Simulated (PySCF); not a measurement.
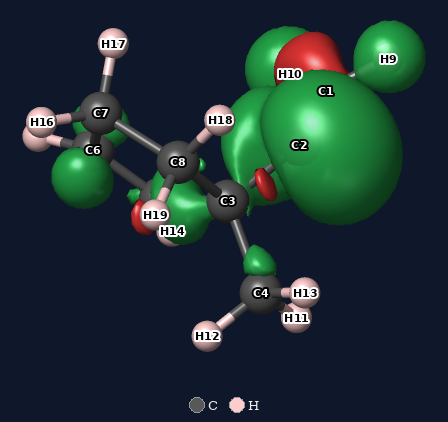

*C8H11 (SMILES C=[C][C@]1(C)C=CCC1) (doublet). Isosurfaces of the spin density (α minus β) at +0.015 (green) and −0.015 e/Å³ (red), seen at a tilt.*

Geometry: GFN2-xTB.

Level of theory: UKS B3LYP, pcH-1 on C H, non-relativistic, mean-field spin-orbit, GIAO in PySCF.

```xyz
19

C     2.1322   -0.4576    1.3681
C     0.9214   -0.7540    1.0238
C    -0.1037   -0.5626   -0.0057
C    -0.6331   -1.9160   -0.4870
C     0.5147    0.2503   -1.1235
C     0.1158    1.5112   -1.0992
C    -0.8660    1.7759    0.0018
C    -1.2290    0.3714    0.5077
H     2.5600   -0.8163    2.2944
H     2.8134    0.1596    0.7778
H     0.1879   -2.5451   -0.8241
H    -1.3251   -1.7722   -1.3140
H    -1.1498   -2.4268    0.3222
H     1.2347   -0.1903   -1.7902
H     0.4434    2.2947   -1.7620
H    -1.7389    2.3274   -0.3517
H    -0.3930    2.3742    0.7860
H    -1.3159    0.3319    1.5924
H    -2.1788    0.0535    0.0758
```

Q: Where is the unpaired spin?

A: The unpaired spin (1 electron) lies mostly on C2 (about 0.7), in electrons by Hirshfeld's partition.
